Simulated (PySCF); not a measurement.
# 2-methyl-2-cyclohexen-1-one: runs on many settings

Which settings matter for 2-methyl-2-cyclohexen-1-one (`CC1=CCCCC1=O`), and how do bad ones show?

Programs: PySCF 2.14.0, with density-fitted response routines of our own. Each step states its level of theory. These are calculated values for one molecule, in the gas phase or a continuum, unless marked as measured. Atoms count from 0, in the outputs and in this text.

## Step 1: Starting geometry

18 atoms, charge 0, multiplicity 1; geometry from: GFN2-xTB.

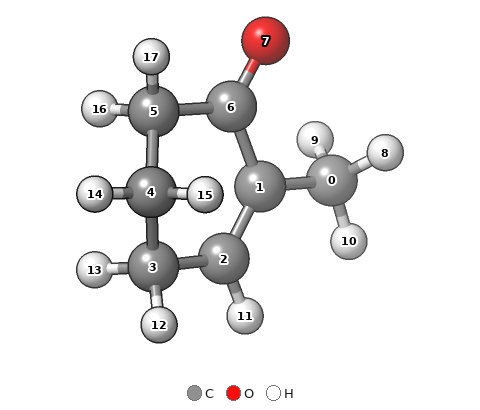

As it starts; carbon grey, oxygen red, hydrogen white, atoms numbered; sticks join atoms by distance.

## Step 2: Nuclear shieldings: PBE0/6-311G**

The job: settings as JSON, then the geometry in Å.

```
{"job": {"kind": "nmr", "xc": "PBE0", "basis": "6-311G**", "pop": true, "scf": {"guess": "sap"}}, "charge": 0, "multiplicity": 1}
C      2.503834     0.023983     0.060663
C      1.010552    -0.020478    -0.034322
C      0.342833    -1.054595    -0.552685
C     -1.144998    -1.133616    -0.638351
C     -1.796630    -0.207854     0.382903
C     -1.197870     1.187175     0.260906
C      0.301620     1.172420     0.477202
O      0.883386     2.096774     1.002169
H      2.800910     0.138276     1.101852
H      2.881556     0.891073    -0.478825
H      2.952214    -0.877993    -0.346512
H      0.891644    -1.899667    -0.948916
H     -1.471438    -2.165121    -0.487495
H     -1.452780    -0.842026    -1.649666
H     -2.876562    -0.169343     0.227462
H     -1.613348    -0.592420     1.388943
H     -1.374215     1.576821    -0.747151
H     -1.649467     1.882908     0.970164
```

Method: GIAO PBE0/6-311G** NMR shielding, non-relativistic, gas phase.

Launch:

```console
$ OMP_NUM_THREADS=1 python probes_run.py task.json out
```

The driver reads the jobs from task.json and runs them one after another.

Standard output:

```text
final grid: 143384 points
cycle   1  E = -321.9075696056  dE =  2.104e+01  |g| = 8.143e+00  |ddm| = 6.165e+01
cycle   2  E = -272.5596482059  dE =  4.935e+01  |g| = 1.334e+01  |ddm| = 6.157e+01
cycle   3  E = -339.7268286244  dE = -6.717e+01  |g| = 5.359e+00  |ddm| = 1.357e+01
cycle   4  E = -320.5535639042  dE =  1.917e+01  |g| = 7.513e+00  |ddm| = 1.922e+01
cycle   5  E = -346.9785514714  dE = -2.642e+01  |g| = 1.704e+00  |ddm| = 1.940e+01
cycle   6  E = -347.2742471993  dE = -2.957e-01  |g| = 1.397e+00  |ddm| = 3.669e+00
cycle   7  E = -347.6233705153  dE = -3.491e-01  |g| = 4.259e-01  |ddm| = 2.398e+00
cycle   8  E = -347.6582382996  dE = -3.487e-02  |g| = 9.615e-02  |ddm| = 3.565e-01
cycle   9  E = -347.6601157905  dE = -1.877e-03  |g| = 4.570e-02  |ddm| = 7.489e-02
cycle  10  E = -347.6605481144  dE = -4.323e-04  |g| = 1.318e-02  |ddm| = 4.059e-02
cycle  11  E = -347.6605822200  dE = -3.411e-05  |g| = 4.072e-03  |ddm| = 1.319e-02
cycle  12  E = -347.6605858267  dE = -3.607e-06  |g| = 1.283e-03  |ddm| = 3.887e-03
cycle  13  E = -347.6605861673  dE = -3.406e-07  |g| = 4.113e-04  |ddm| = 1.248e-03
cycle  14  E = -347.6605862092  dE = -4.197e-08  |g| = 1.256e-04  |ddm| = 4.490e-04
cycle  15  E = -347.6605862128  dE = -3.559e-09  |g| = 3.021e-05  |ddm| = 1.504e-04
cycle  16  E = -347.6605862129  dE = -1.480e-10  |g| = 1.694e-05  |ddm| = 4.585e-05
converged SCF energy = -347.6605862129

GIAO shielding tensors (ppm)
atom      isotropic    diamagn.    paramagn.     s11        s22        s33       span
  0 C      169.497     242.398     -72.901    159.032    162.117    187.342     28.310
  1 C       47.687     259.705    -212.018    -52.801     43.409    152.452    205.253
  2 C       40.005     252.913    -212.907    -74.216     48.989    145.243    219.459
  3 C      159.323     245.196     -85.873    148.627    162.134    167.208     18.581
  4 C      161.313     245.374     -84.061    148.484    163.222    172.233     23.749
  5 C      147.681     248.561    -100.880    138.436    140.260    164.347     25.912
  6 C       -9.044     246.882    -255.926    -93.137    -43.224    109.228    202.366
  7 O     -310.828     394.571    -705.399   -918.752   -373.548    359.815   1278.567
  8 H       29.927      28.772       1.156     26.076     28.099     35.608      9.532
  9 H       30.073      28.715       1.358     26.582     28.150     35.488      8.905
 10 H       30.742      29.491       1.252     26.899     30.283     35.046      8.147
 11 H       24.940      32.138      -7.198     21.920     23.321     29.578      7.658
 12 H       29.759      29.987      -0.228     25.415     28.137     35.724     10.309
 13 H       29.577      30.060      -0.482     26.087     27.797     34.848      8.760
 14 H       29.994      30.173      -0.179     25.002     28.382     36.597     11.595
 15 H       30.072      30.692      -0.620     26.352     28.782     35.081      8.728
 16 H       29.742      30.888      -1.147     27.161     28.365     33.699      6.538
 17 H       29.546      30.914      -1.368     25.573     28.680     34.385      8.813
```

It took 2.2 min on 1 thread, shared host.

The references, computed at this level on geometries of the same kind, shield at (ppm): 1H TMS 32.08, 13C TMS 190.4, 17O H2O 343.3. Their shielding less the atom's gives the shift. The references are single molecules in the gas phase, so shifts against H2O, NH3, PH3, H3PO4 or CFCl3 are not on the usual liquid scales and can be off by tens of ppm. Atoms listed in one row are averaged.

```
      atoms                               environment  σ (ppm)  δ (ppm)
         C6                    ketone carbonyl carbon     -9.0    199.4
         C2                β carbon of a C=C–C=O unit     40.0    150.4
         C1                α carbon of a C=C–C=O unit     47.7    142.7
         C5                   sp3 CH2 α to a carbonyl    147.7     42.7
         C3                           allylic sp3 CH2    159.3     31.1
         C4                         sp3 CH2 in a ring    161.3     29.1
         C0                     allylic methyl carbon    169.5     20.9
        H11  hydrogen on a β carbon of a C=C–C=O unit    24.94     7.14
   H16, H17    hydrogen on an sp3 CH2 α to a carbonyl    29.64     2.44
   H12, H13            hydrogen on an allylic sp3 CH2    29.67     2.41
   H14, H15          hydrogen on an sp3 CH2 in a ring    30.03     2.05
H8, H9, H10      hydrogen on an allylic methyl carbon    30.25     1.83
         O7                             ketone oxygen   -310.8    654.1
```

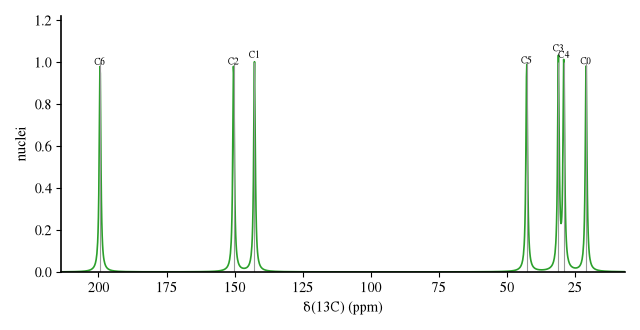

13C lines at the computed shifts, without couplings. Lines are broadened to a width of 0.71 ppm (Lorentzian).

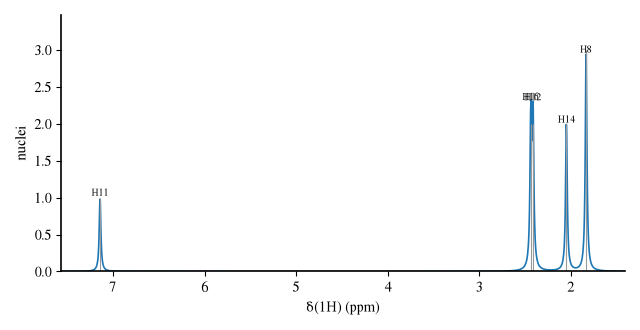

1H lines at the computed shifts, without couplings. Lines are broadened to a width of 0.02 ppm (Lorentzian).

The run also stored atomic charges by several schemes (e):

```
atoms  Mulliken    IAO  Hirshfeld  ESP fit
   C0     -0.27  -0.44      -0.13    -0.69
   C1     -0.17  -0.05      -0.01     0.03
   C2     -0.07  -0.12      -0.02    -0.12
   C3     -0.24  -0.27      -0.07    -0.28
   C4     -0.28  -0.26      -0.07     0.08
   C5     -0.28  -0.32      -0.08    -0.34
   C6      0.24   0.37       0.15     0.58
   O7     -0.31  -0.42      -0.23    -0.49
```

Mulliken charges:

C0 -0.27; C1 -0.17; C2 -0.07; C3 -0.24; C4 -0.28; C5 -0.28; C6 0.24; O7 -0.31; H8 0.14; H9 0.14; H10 0.11; H11 0.11; H12 0.14; H13 0.15; H14 0.14; H15 0.15; H16 0.15; H17 0.15

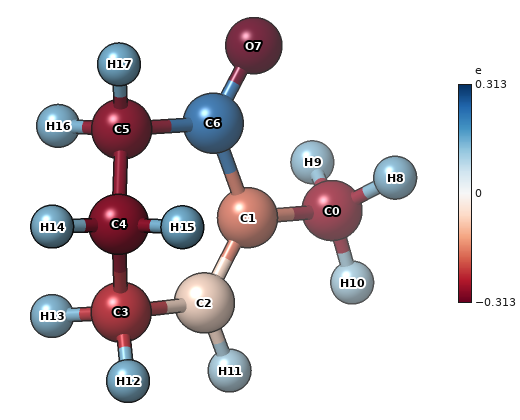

Mulliken charges, as colours on the atoms.

Mayer bond orders: C0–C1 1.03, C1–C2 1.79, C2–C3 1.01, C3–C4 0.99, C4–C5 0.97, C5–C6 0.97, C6–O7 2.05, C6–C1 0.98.

Ring of atoms C1, C2, C3, C4, C5, C6: NICS(0) 2.1, NICS(1) -1.4, NICS(1)zz 2.4 ppm (means of both faces).

The fields below are evaluated on a grid from the run's orbitals.

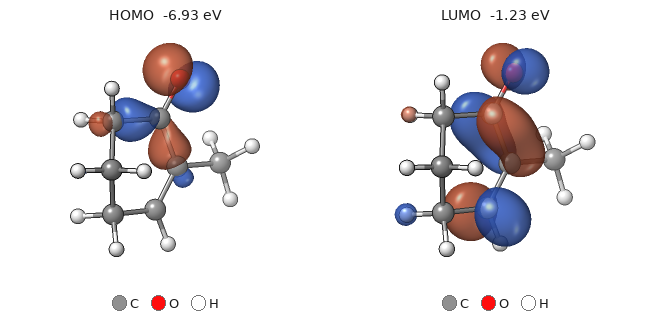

PBE0/6-311G** orbitals near the gap, drawn at the value that encloses 70 % of each; the two colours are the two signs.

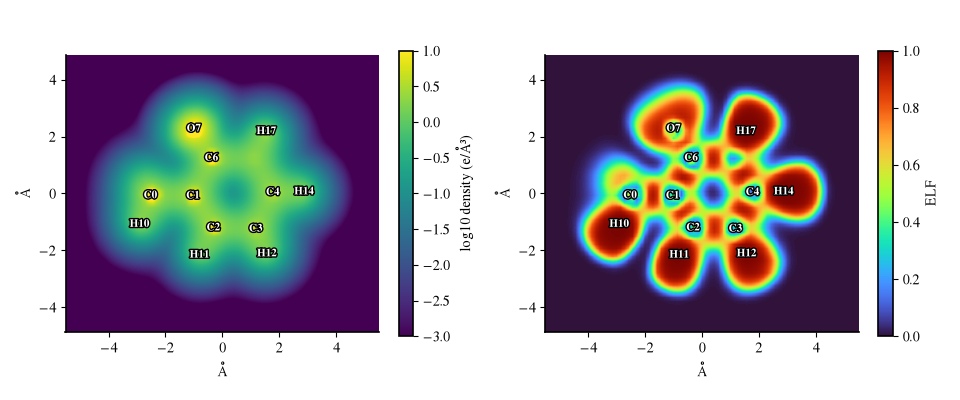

Density (left) and ELF (right) in a plane through or near 12 of the atoms.

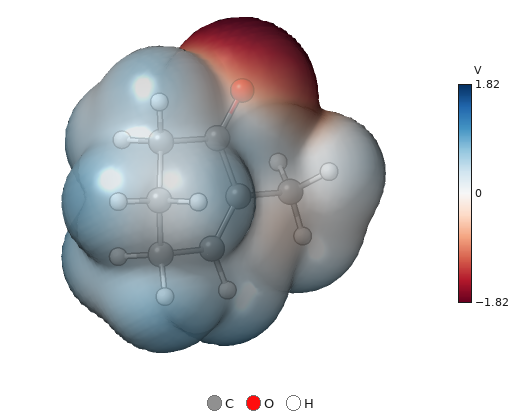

The potential that a unit positive charge feels on the 0.002 e/bohr³ surface, from the 1st to the 99th percentile, from -1.82 V near O7 to 0.96 V near H11.

## Step 3: Nuclear shieldings: PBE0/STO-3G

The job, as its differences from that of step 2:

```diff
@@ -1,2 +1,2 @@
-{"job": {"kind": "nmr", "xc": "PBE0", "basis": "6-311G**", "pop": true, "scf": {"guess": "sap"}}, "charge": 0, "multiplicity": 1}
+{"job": {"kind": "nmr", "xc": "PBE0", "basis": "STO-3G", "pop": false}, "charge": 0, "multiplicity": 1}
 C      2.503834     0.023983     0.060663
```

With the program's defaults for keys left out, this is: GIAO PBE0/STO-3G NMR shielding, non-relativistic, gas phase.

Standard output:

```text
coarse grid: 14888 points
cycle   1  E = -343.1683915228  dE =  1.398e+00  |g| = 6.371e-01  |ddm| = 5.520e+00
cycle   2  E = -342.7677722084  dE =  4.006e-01  |g| = 1.401e+00  |ddm| = 2.356e+00
cycle   3  E = -343.3141564896  dE = -5.464e-01  |g| = 9.287e-02  |ddm| = 1.557e+00
cycle   4  E = -343.3162862089  dE = -2.130e-03  |g| = 4.148e-02  |ddm| = 1.315e-01
cycle   5  E = -343.3167900882  dE = -5.039e-04  |g| = 8.558e-03  |ddm| = 5.427e-02
cycle   6  E = -343.3168059114  dE = -1.582e-05  |g| = 4.215e-03  |ddm| = 1.286e-02
cycle   7  E = -343.3168111094  dE = -5.198e-06  |g| = 7.228e-04  |ddm| = 4.892e-03
final grid: 143384 points
cycle   8  E = -343.2815175273  dE =  8.362e-06  |g| = 9.708e-03  |ddm| = 2.100e-02
cycle   9  E = -343.2814496768  dE =  6.785e-05  |g| = 1.822e-02  |ddm| = 3.164e-02
cycle  10  E = -343.2815445900  dE = -9.491e-05  |g| = 1.093e-03  |ddm| = 2.099e-02
cycle  11  E = -343.2815449491  dE = -3.590e-07  |g| = 1.191e-04  |ddm| = 1.422e-03
cycle  12  E = -343.2815449525  dE = -3.423e-09  |g| = 5.603e-05  |ddm| = 2.084e-04
cycle  13  E = -343.2815449535  dE = -1.024e-09  |g| = 8.879e-06  |ddm| = 8.661e-05
cycle  14  E = -343.2815449535  dE = -4.400e-11  |g| = 1.475e-06  |ddm| = 2.290e-05
converged SCF energy = -343.2815449535

GIAO shielding tensors (ppm)
atom      isotropic    diamagn.    paramagn.     s11        s22        s33       span
  0 C      212.433     244.322     -31.889    203.137    206.457    227.705     24.568
  1 C      124.354     254.724    -130.370     41.892    124.062    207.107    165.215
  2 C      121.194     253.672    -132.478     33.723    129.181    200.677    166.954
  3 C      208.105     244.260     -36.155    201.879    208.287    214.150     12.271
  4 C      208.142     243.436     -35.294    197.008    210.937    216.481     19.472
  5 C      203.075     245.135     -42.061    195.970    202.256    210.998     15.028
  6 C      101.498     256.983    -155.486     10.540    121.722    172.230    161.690
  7 O     -288.188     383.727    -671.915  -1090.884   -245.382    471.703   1562.587
  8 H       31.139      29.994       1.145     26.396     28.368     38.653     12.257
  9 H       31.215      29.888       1.327     26.677     28.407     38.561     11.885
 10 H       31.334      30.241       1.093     25.932     30.189     37.881     11.949
 11 H       26.948      32.774      -5.825     23.718     27.030     30.097      6.380
 12 H       31.113      30.185       0.928     25.511     28.128     39.699     14.188
 13 H       31.194      31.053       0.141     26.436     27.907     39.239     12.804
 14 H       31.352      29.523       1.830     25.435     28.379     40.243     14.808
 15 H       31.628      31.706      -0.078     27.092     28.443     39.349     12.257
 16 H       31.008      31.738      -0.730     26.587     28.087     38.350     11.763
 17 H       30.438      30.388       0.050     24.996     27.954     38.364     13.368
```

Run time: 14 s. Hardware: 1 thread, shared host.

Key values: δ C6 134.7, C2 115.0, C1 111.8, C5 33.1, H11 6.07, H16 2.30 ppm (means over like atoms).

## Step 4: Shielding tensors: wB97X/6-31G*

The job, as its differences from that of step 3:

```diff
@@ -1,2 +1,2 @@
-{"job": {"kind": "nmr", "xc": "PBE0", "basis": "STO-3G", "pop": false}, "charge": 0, "multiplicity": 1}
+{"job": {"kind": "nmr", "xc": "wB97X", "basis": "6-31G*", "pop": true, "gauge": [10, 10, 10], "scf": {"max_cycle": 77}}, "charge": 0, "multiplicity": 1}
 C      2.503834     0.023983     0.060663
```

Level: common gauge origin wB97X/6-31G* NMR shielding, non-relativistic, gas phase.

Standard output:

```text
final grid: 143384 points
cycle   1  E = -347.7408373769  dE =  1.687e+00  |g| = 8.199e-01  |ddm| = 3.924e+00
cycle   2  E = -347.6310615874  dE =  1.098e-01  |g| = 1.190e+00  |ddm| = 1.959e+00
cycle   3  E = -347.8917215030  dE = -2.607e-01  |g| = 5.939e-02  |ddm| = 1.204e+00
cycle   4  E = -347.8928256686  dE = -1.104e-03  |g| = 3.392e-02  |ddm| = 1.173e-01
cycle   5  E = -347.8931610639  dE = -3.354e-04  |g| = 7.630e-03  |ddm| = 4.869e-02
cycle   6  E = -347.8931882929  dE = -2.723e-05  |g| = 3.214e-03  |ddm| = 2.048e-02
cycle   7  E = -347.8931929053  dE = -4.612e-06  |g| = 1.569e-03  |ddm| = 7.607e-03
cycle   8  E = -347.8931938280  dE = -9.228e-07  |g| = 3.189e-04  |ddm| = 3.873e-03
cycle   9  E = -347.8931938829  dE = -5.488e-08  |g| = 1.437e-04  |ddm| = 7.677e-04
cycle  10  E = -347.8931938915  dE = -8.591e-09  |g| = 3.253e-05  |ddm| = 3.223e-04
cycle  11  E = -347.8931938922  dE = -6.810e-10  |g| = 1.006e-05  |ddm| = 9.667e-05
converged SCF energy = -347.8931938922

GIAO shielding tensors (ppm)
atom      isotropic    diamagn.    paramagn.     s11        s22        s33       span
  0 C      313.984     773.368    -459.384    116.584    331.023    494.346    377.762
  1 C      172.992     638.636    -465.643     59.284    202.650    257.043    197.758
  2 C      -21.091    -146.134     125.043   -273.648     59.836    150.541    424.190
  3 C        4.314    -496.605     500.919   -161.573    -56.264    230.780    392.353
  4 C      107.922      -4.548     112.471    -30.821     44.563    310.025    340.847
  5 C      215.888     373.937    -158.049     18.222    248.082    381.359    363.137
  6 C       48.125     510.463    -462.338    -69.913     46.191    168.099    238.013
  7 O      298.180    1575.230   -1277.050   -770.269    676.165    988.644   1758.913
  8 H      470.299    1153.840    -683.541    -14.799    657.707    767.989    782.788
  9 H      278.829     663.073    -384.243   -166.282    398.558    604.213    770.495
 10 H     -104.631    -229.701     125.069   -479.345   -215.970    381.422    860.767
 11 H     -274.628    -693.040     418.412   -750.550   -368.747    295.412   1045.962
 12 H     -436.928   -1173.202     736.274   -774.131   -692.314    155.661    929.791
 13 H     -402.729   -1127.652     724.923   -741.270   -640.786    173.867    915.137
 14 H     -357.669    -969.644     611.975   -726.974   -555.168    209.137    936.111
 15 H      149.357     335.069    -185.712   -287.004    172.729    562.344    849.348
 16 H     -173.892    -460.500     286.608   -553.375   -297.259    328.959    882.334
 17 H      217.904     538.267    -320.363   -273.907    316.289    611.330    885.238
```

Run time: 40 s. Hardware: 1 thread, shared host.

The run ended normally, but its values are not to be used for the molecule: a common gauge origin replaces GIAOs, so the shieldings depend on where the origin lies. Its shieldings differ from those of step 2 (PBE0/6-311G**) by up to 609 ppm (O7).

## Step 5: NMR shieldings: SCAN/pcSseg-1

The job, as its differences from that of step 4:

```diff
@@ -1,2 +1,2 @@
-{"job": {"kind": "nmr", "xc": "wB97X", "basis": "6-31G*", "pop": true, "gauge": [10, 10, 10], "scf": {"max_cycle": 77}}, "charge": 0, "multiplicity": 1}
+{"job": {"kind": "nmr", "xc": "SCAN", "basis": "pcSseg-1", "pop": false, "scf": {"conv": 0.1, "max_cycle": 54}}, "charge": 0, "multiplicity": 1}
 C      2.503834     0.023983     0.060663
```

With the program's defaults for keys left out, this is: SCAN/pcSseg-1.

Standard output:

```text
NotImplementedError: meta-GGA GIAO
```

It took 40 s on 1 thread, shared host.

Why it failed: This response code has no terms for the kinetic-energy density, so it refuses meta-GGA functionals here. Cure: take a GGA or a hybrid, or another code.

## Step 6: TDDFT and polarisability: WP04/6-31++G** in cyclohexane

The job, as its differences from that of step 5:

```diff
@@ -1,2 +1,2 @@
-{"job": {"kind": "nmr", "xc": "SCAN", "basis": "pcSseg-1", "pop": false, "scf": {"conv": 0.1, "max_cycle": 54}}, "charge": 0, "multiplicity": 1}
+{"job": {"kind": "uv", "xc": "WP04", "basis": "6-31++G**", "solvent": "cyclohexane", "nstates": 12, "ntriplets": 5, "tda": false, "scf": {"aux": "def2-qzvpp-jkfit"}}, "charge": 0, "multiplicity": 1}
 C      2.503834     0.023983     0.060663
```

Level: TDDFT WP04/6-31++G**, vertical, IEF-PCM cyclohexane (non-equilibrium linear response), core orbitals frozen in the response.

Standard output:

```text
final grid: 143384 points
cycle   1  E = -356.1532876751  dE =  1.050e+00  |g| = 1.074e+00  |ddm| = 7.498e+00
cycle   2  E = -355.3692660368  dE =  7.840e-01  |g| = 2.151e+00  |ddm| = 2.575e+01
cycle   3  E = -356.3661796274  dE = -9.969e-01  |g| = 4.025e-01  |ddm| = 2.466e+01
cycle   4  E = -356.4042959411  dE = -3.812e-02  |g| = 1.029e-01  |ddm| = 1.947e+00
cycle   5  E = -356.4065901237  dE = -2.294e-03  |g| = 4.089e-02  |ddm| = 5.316e-01
cycle   6  E = -356.4069737393  dE = -3.836e-04  |g| = 1.595e-02  |ddm| = 2.297e-01
cycle   7  E = -356.4070410609  dE = -6.732e-05  |g| = 3.471e-03  |ddm| = 8.515e-02
cycle   8  E = -356.4070438025  dE = -2.742e-06  |g| = 7.887e-04  |ddm| = 1.335e-02
cycle   9  E = -356.4070439374  dE = -1.349e-07  |g| = 1.608e-04  |ddm| = 3.098e-03
cycle  10  E = -356.4070439425  dE = -5.116e-09  |g| = 6.717e-05  |ddm| = 8.028e-04
cycle  11  E = -356.4070439436  dE = -1.061e-09  |g| = 1.830e-05  |ddm| = 4.136e-04
cycle  12  E = -356.4070439437  dE = -7.969e-11  |g| = 3.106e-06  |ddm| = 7.770e-05
converged SCF energy = -356.4070439437

Static polarisability (au): isotropic 87.024, principal 62.003 87.594 111.476

Singlet excitations
state   eV       nm        f      main configurations
  1   3.8062    325.7   0.00021   H->L 0.99
  2   5.2653    235.5   0.26287   H-1->L 0.94
  3   6.3930    193.9   0.00207   H-2->L 0.95
  4   6.6070    187.7   0.00102   H->L+1 0.81
  5   6.7175    184.6   0.00404   H-4->L 0.90
  6   6.9857    177.5   0.00839   H->L+2 0.50, H-1->L+1 0.33
  7   7.0143    176.8   0.07579   H-3->L 0.81
  8   7.0395    176.1   0.00843   H-1->L+1 0.60, H->L+2 0.25
  9   7.2713    170.5   0.00147   H->L+3 0.93
 10   7.3995    167.6   0.03996   H->L+5 0.47, H->L+4 0.35, H->L+2 0.09
 11   7.4602    166.2   0.00295   H->L+4 0.61, H->L+5 0.35
 12   7.5278    164.7   0.06527   H-1->L+2 0.74, H-1->L+3 0.11

Triplet excitations (Tamm-Dancoff, eV): 3.3674 3.4486 5.7431 6.1889 6.4820
```

Wall time 2 min (1 thread, shared host).

Frontier orbitals and where they lie:

```
orbital      eV                        atoms
 HOMO−3  -10.78    O7 26 %, C5 19 %, C4 17 %
 HOMO−2  -10.54    C3 21 %, C4 20 %, C5 15 %
 HOMO−1   -8.53    C1 35 %, C2 35 %, O7 10 %
   HOMO   -8.15     O7 62 %, C5 12 %, C1 9 %
   LUMO   -3.45    C2 31 %, C6 30 %, O7 20 %
 LUMO+1   -1.03  H13 12 %, H14 10 %, H12 9 %
 LUMO+2   -0.60   C2 13 %, H11 13 %, C1 11 %
```

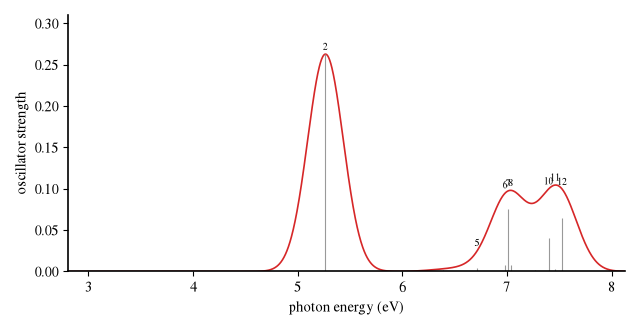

Absorption spectrum from the 12 singlet states computed; above the last one it falls off for lack of states. Lines are broadened to a width of 0.40 eV (Gaussian).

Ground-state properties from the same run:

```
           property  computed
  dipole moment (D)      4.31
polarisability (Å³)     12.90
 HOMO–LUMO gap (eV)      4.71
      −ε(HOMO) (eV)      8.15
```

## Step 7: Side by side: NMR shifts

Shifts (ppm) of some atoms, chosen among heavy atoms and hydrogens apart, means over like atoms, with basis size and wall time:

```
          run     C6     C2     C1    C5   H11   H12     O7  functions     time
PBE0/6-311G**  199.4  150.4  142.7  42.7  7.14  2.41  654.1        204  2.2 min
  PBE0/STO-3G  134.7  115.0  111.8  33.1  6.07  1.86  631.7         50     14 s
```

## Step 8: Outcome

| quantity | value |
| --- | --- |
| 13C shifts against TMS (PBE0/6-311G**) | 199.4, 150.4, 142.7, 42.7, 31.1, 29.1, 20.9 ppm |
| 1H shifts against TMS (PBE0/6-311G**, means over atoms taken as alike) | 7.14, 2.44, 2.41, 2.05, 1.83 ppm |
| 17O shifts against H2O (PBE0/6-311G**) | 654.1 ppm |
| surface potential, 1st and 99th percentile | -1.82 V and 0.96 V |
| lowest singlet (WP04/6-31++G**) | 3.81 eV (326 nm), f = 0.000 |
| brightest single state of those computed | state 2, 5.27 eV, f = 0.263 |
| lowest triplet | 3.37 eV |
| range of the shift of C6 | 134.7 to 199.4 ppm |
| property runs in this session | 5, of which 1 failed and 2 gave unsound results |

Single values in the summary come from the first run of each kind that ended normally (PBE0/6-311G**; WP04/6-31++G**), which need not be the best level. At PBE0/6-311G**: Shielding is most anisotropic at O7 (span 1279 ppm, paramagnetic term -705 ppm). At PBE0/6-311G**, counted by nearest atom on the grid, the HOMO lies on O7 60 %; C1, C5 about 10 % each, the LUMO on C2, C6 about 25 % each; O7 20 %. The lowest singlet, at 3.81 eV, is HOMO→LUMO 0.99 and is dark; of the 12 states computed, the strongest absorption comes from state 2 at 5.27 eV. The lowest triplet lies 0.44 eV below the lowest singlet (triplets in Tamm-Dancoff, singlets in full TDDFT). Across the 2 runs the shift of C6 moves most, between 134.7 (PBE0/STO-3G) and 199.4 ppm (PBE0/6-311G**). A minimal basis is unusable for shieldings, so that end is no result.
